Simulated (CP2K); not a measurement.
# BSiH5 (BH2(SiH3)): PM3

What is the energy change on altering one bond length of BSiH5 (BH2(SiH3)) at PM3? 

The results are computed with CP2K 2026.2.

6 further runs of the same task are left out: 1 that didn't finish, 5 set aside as unsound or not needed.

### Step 1. The structure to begin with

The species is BSiH5 (7 atoms), meant as a singlet with charge 0. As SMILES, `[H]B([H])[SiH3]`. The shape is that of a GFN2-xTB optimisation.

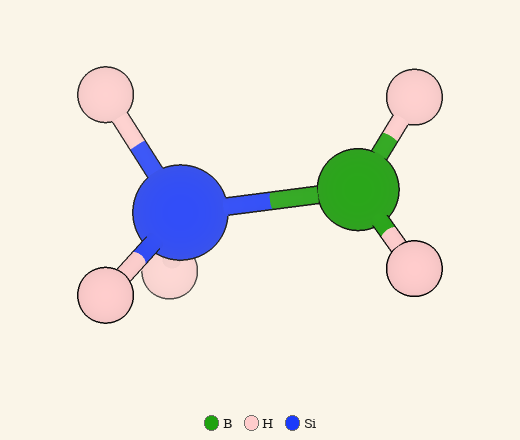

Viewed from a chosen angle; boron green, hydrogen pink, silicon blue.

### Step 2. Energy and forces at PM3

job.inp

```
&GLOBAL
  PROJECT job
  RUN_TYPE ENERGY_FORCE
  PRINT_LEVEL MEDIUM
&END GLOBAL
&FORCE_EVAL
  METHOD QUICKSTEP
  &DFT
    CHARGE 0
    MULTIPLICITY 1
    &QS
      METHOD PM3
      EPS_DEFAULT 1.0E-10
      &SE
        &COULOMB
          CUTOFF [angstrom] 50
          RC_RANGE [angstrom] 0
        &END COULOMB
        &EXCHANGE
          CUTOFF [angstrom] 50
          RC_RANGE [angstrom] 0
        &END EXCHANGE
      &END SE
    &END QS
    &POISSON
      PERIODIC NONE
      POISSON_SOLVER ANALYTIC
    &END POISSON
    # SCF settings
    &SCF
      SCF_GUESS ATOMIC
      EPS_SCF 1.0E-06
      MAX_SCF 80
      ADDED_MOS 2
      &DIAGONALIZATION
        ALGORITHM STANDARD
      &END DIAGONALIZATION
      &MIXING
        METHOD DIRECT_P_MIXING
        ALPHA 0.4
      &END MIXING
    &END SCF
    # extra output
    &PRINT
      &MOMENTS
        PERIODIC F
        REFERENCE COM
        MAX_MOMENT 1
      &END MOMENTS
      &MO ON
        ENERGIES T
        OCCUPATION_NUMBERS T
        NDIGITS 6
        &EACH
          QS_SCF 0
        &END EACH
        ADD_LAST NUMERIC
      &END MO
      &HIRSHFELD OFF
      &END HIRSHFELD
    &END PRINT
  &END DFT
  &SUBSYS
    &CELL
      ABC [angstrom] 11.5 11.8 10.1
      PERIODIC NONE
    &END CELL
    &COORD
      B      0.595540     1.038560     0.005960
      H      1.765140     1.076930     0.027400
      H      0.039220     2.066980    -0.048000
      Si    -0.377680    -0.657970     0.018400
      H     -1.713750    -0.605710     0.632990
      H      0.300530    -1.764180     0.713070
      H     -0.608990    -1.154610    -1.349820
    &END COORD
    &TOPOLOGY
      &CENTER_COORDINATES
      &END CENTER_COORDINATES
    &END TOPOLOGY
  &END SUBSYS
  # extra output
  &PRINT
    &FORCES ON
    &END FORCES
  &END PRINT
&END FORCE_EVAL
```

Command:

```
$ OMP_NUM_THREADS=1 cp2k.psmp job.inp > job.out
```

The program printed:

```text
CP2K| version string:                                       CP2K version 2026.2
[...]
 GLOBAL| Method name                                                        CP2K
[...]
 GLOBAL| Run type                                                   ENERGY_FORCE
[...]
                             - Atoms:                                          7
[...]
                             - Spherical basis functions:                     13
[...]
 Number of electrons:                                                         12
[...]
     1 P_Mix/Diag. 0.40E+00    0.0     0.80580080        -4.9960032325 -5.00E+00
[...]
    19 DIIS/Diag.  0.15E-06    0.0     0.00000040        -7.5600920161 -1.23E-12
  *** SCF run converged in    19 steps ***
  Core-core repulsion energy [eV]:                            312.42015628769332
  Core Hamiltonian energy [eV]:                              -271.19686424042334
  Two-electron integral energy [eV]:                         -493.88771577578734
  Electronic energy [eV]:                                    -518.14072212831707
  Total energy [eV]:                                         -205.72056584062372
  Atomic reference energy [eV]:                               207.14617726552893
  Heat of formation [kcal/mol]:                                32.87538305843852
[...]
 SE_DIPOLE| Moment [Debye]         -0.22318000      -0.38385448       0.06163770
 SE_DIPOLE| Derivative [a.u.]       0.00000000       0.00000000       0.00000000
 ENERGY| Total FORCE_EVAL ( QS ) energy [hartree]             -7.560092016086958
 FORCES| Atomic forces [hartree/bohr]
 FORCES|   Atom     x               y               z               |f|
 FORCES|      1 -6.96195659E-03 -1.21717219E-02  1.29824673E-04   1.40227140E-02
 FORCES|      2  3.66210651E-03 -1.57196586E-03  2.51448933E-04   3.99316006E-03
 FORCES|      3 -3.20791292E-03  2.33252117E-03 -4.96824194E-05   3.96658905E-03
 FORCES|      4  3.18308079E-03  5.53574603E-03 -6.75785478E-04   6.42130620E-03
 FORCES|      5 -3.41776768E-03  4.56775620E-03  2.46100573E-03   6.21305737E-03
 FORCES|      6  5.51609501E-03 -4.85659324E-04  2.79267631E-03   6.20179088E-03
 FORCES|      7  1.22635489E-03  1.79332367E-03 -4.90948774E-03   5.36870804E-03
 FORCES| Sum     8.32667268E-17 -4.85722573E-17  7.02563008E-17
 FORCES| Total atomic force                                       1.19283527E-16
[...]
```

Run time: 0.2 s. Hardware: 1 thread of Arm Neoverse V2, shared host.

### Step 3. The distorted shape, same level

run.inp

```
&GLOBAL
    PROJECT_NAME run
    RUN_TYPE ENERGY_FORCE
    PRINT_LEVEL MEDIUM
&END

&FORCE_EVAL
    METHOD QUICKSTEP
    &DFT
        &QS
            METHOD PM3
            EPS_DEFAULT 1.0E-10
            &SE
                &COULOMB
                    CUTOFF [angstrom] 50
                    RC_RANGE [angstrom] 0
                &END
                &EXCHANGE
                    CUTOFF [angstrom] 50
                    RC_RANGE [angstrom] 0
                &END
            &END
        &END
        &POISSON
            PERIODIC NONE
            POISSON_SOLVER ANALYTIC
        &END
        &SCF
            SCF_GUESS ATOMIC
            EPS_SCF 1.0E-06
            MAX_SCF 80
            ADDED_MOS 2
            &DIAGONALIZATION
                ALGORITHM STANDARD
            &END
            &MIXING
                METHOD DIRECT_P_MIXING
                ALPHA 0.4
            &END
        &END
        &PRINT
            &MOMENTS
                PERIODIC F
                REFERENCE COM
                MAX_MOMENT 1
            &END
            &MO ON
                ENERGIES T
                OCCUPATION_NUMBERS T
                NDIGITS 6
                &EACH
                    QS_SCF 0
                &END
                ADD_LAST NUMERIC
            &END
            &HIRSHFELD OFF
            &END
        &END
    &END
    &SUBSYS
        &CELL
            ABC 11.4 11.8 10.1
            PERIODIC NONE
        &END
        &COORD
            B      0.712483     1.042396     0.008104
            H      1.765140     1.076930     0.027400
            H      0.156163     2.070816    -0.045856
            Si    -0.260737    -0.654134     0.020544
            H     -1.596807    -0.601874     0.635134
            H      0.417473    -1.760344     0.715214
            H     -0.492047    -1.150774    -1.347676
        &END
        &TOPOLOGY
            &CENTER_COORDINATES
            &END
        &END
    &END
    &PRINT
        &FORCES ON
        &END
    &END
&END
```

Command:

```
$ OMP_NUM_THREADS=1 cp2k.psmp -i run.inp -o run.out
```

The program printed:

```text
CP2K| version string:                                       CP2K version 2026.2
[...]
 GLOBAL| Method name                                                        CP2K
[...]
 GLOBAL| Run type                                                   ENERGY_FORCE
[...]
                             - Atoms:                                          7
[...]
                             - Spherical basis functions:                     13
[...]
 Number of electrons:                                                         12
[...]
     1 P_Mix/Diag. 0.40E+00    0.0     0.80578989        -4.9570088478 -4.96E+00
[...]
    18 DIIS/Diag.  0.77E-06    0.0     0.00000099        -7.5500175889 -2.44E-12
  *** SCF run converged in    18 steps ***
  Core-core repulsion energy [eV]:                            315.50365933546539
  Core Hamiltonian energy [eV]:                              -271.81693859488797
  Two-electron integral energy [eV]:                         -498.26629495253042
  Electronic energy [eV]:                                    -520.95008607115312
  Total energy [eV]:                                         -205.44642673568777
  Atomic reference energy [eV]:                               207.14617726552893
  Heat of formation [kcal/mol]:                                39.19718150128303
[...]
 SE_DIPOLE| Moment [Debye]         -0.27288388      -0.38744148       0.06126446
 SE_DIPOLE| Derivative [a.u.]       0.00000000       0.00000000       0.00000000
 ENERGY| Total FORCE_EVAL ( QS ) energy [hartree]             -7.550017588915130
 FORCES| Atomic forces [hartree/bohr]
 FORCES|   Atom     x               y               z               |f|
 FORCES|      1 -1.03373979E-01 -1.51179363E-02 -1.67543197E-03   1.04487026E-01
 FORCES|      2  1.00102580E-01  2.24409843E-03  2.03185131E-03   1.00148344E-01
 FORCES|      3 -2.69138593E-03  1.73606680E-03 -1.61561026E-05   3.20277180E-03
 FORCES|      4  2.62790588E-03  5.25708300E-03 -6.85079401E-04   5.91710611E-03
 FORCES|      5 -3.44403427E-03  4.60393869E-03  2.48656991E-03   6.26423606E-03
 FORCES|      6  5.54970613E-03 -5.13454290E-04  2.80978058E-03   6.24161360E-03
 FORCES|      7  1.22920806E-03  1.79020369E-03 -4.95153431E-03   5.40679884E-03
 FORCES| Sum    -1.38777878E-17 -2.08166817E-17  8.84708973E-17
 FORCES| Total atomic force                                       9.19403442E-17
[...]
```

It took 0.2 s on 1 thread of Arm Neoverse V2, shared host.

### Step 4. Outcome

At PM3:

| quantity | value |
| --- | --- |
| first shape: total energy | -7.56009 Eh |
| first shape: dipole moment | 0.45 D |
| first shape: HOMO energy | -10.25 eV |
| first shape: LUMO energy | 0.10 eV |
| first shape: HOMO–LUMO gap | 10.35 eV |
| first shape: heat of formation at this unrelaxed shape | 32.9 kcal/mol |
| first shape: largest force on an atom | 0.721 eV/Å |
| distorted shape: total energy | -7.55002 Eh |
| distorted shape: dipole moment | 0.48 D |
| distorted shape: HOMO energy | -10.25 eV |
| distorted shape: LUMO energy | 0.12 eV |
| distorted shape: HOMO–LUMO gap | 10.36 eV |
| distorted shape: heat of formation at this unrelaxed shape | 39.2 kcal/mol |
| distorted shape: largest force on an atom | 5.373 eV/Å |
| energy change with the B1–H2 bond shortened from 1.170 to 1.053 Å | 0.274 eV |

In words: With the B1–H2 bond shortened from 1.170 to 1.053 Å the energy rises by 0.27 eV (26.5 kJ/mol). The first shape isn't relaxed at this level, so the change isn't measured from a minimum. The largest force (first shape) is 0.72 eV/Å: the shape isn't a stationary point for this species at this level.
